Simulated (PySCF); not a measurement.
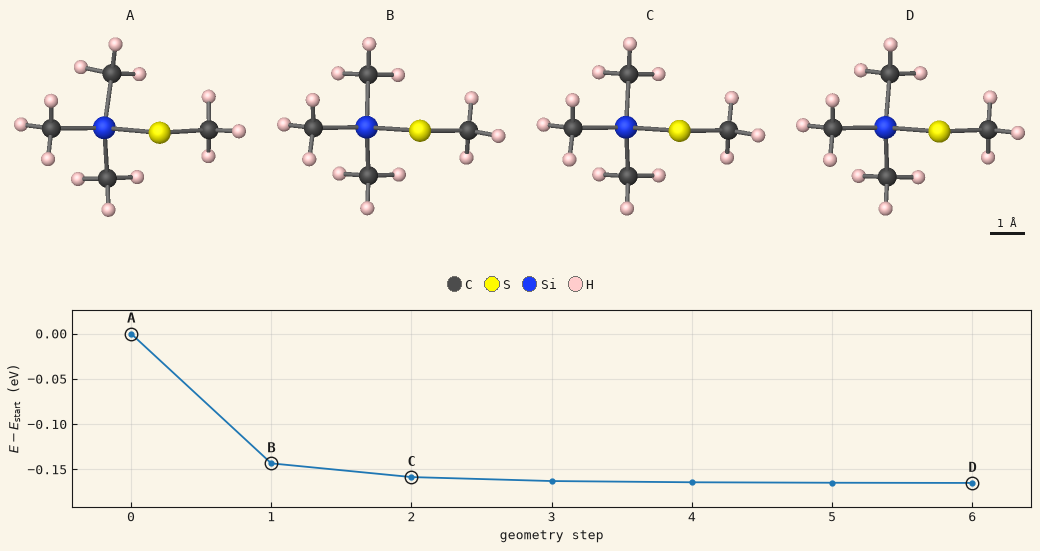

Frames of a relaxation of C4H12SSi, marked on the history of the run. The picture is a ball-and-stick view, seen face on.

The start comes from GFN2-xTB. Its atoms were then displaced at random by about 0.01 Å.

Method: PBE0-D3(BJ)/def2-TZVP geometry optimisation, gas phase (PySCF). 

### What happens along the run?

The atom that moves furthest after the best rigid fit is an H atom (0.15 Å). Largest moves by element: H 0.15 Å, C 0.06 Å, S 0.04 Å, Si 0.04 Å. Among the contacts that change: S–Si 2.193 → 2.145 Å, C–H 1.047 → 1.093 Å, C–Si 1.905 → 1.872 Å, C–H 1.111 → 1.090 Å. Bond angles that change, for instance: H–C–H 111.5° → 108.6°, H–C–H 105.4° → 108.2°, S–C–H 108.5° → 111.3°. Over 6 geometry steps the energy falls by 0.165 eV. From step 0 to 1: an H atom moves most (0.20 Å), energy −0.143 eV. From step 1 to 2: an H atom moves most (0.04 Å), energy −0.015 eV. From step 2 to 6: an H atom moves most (0.08 Å), energy −0.006 eV.
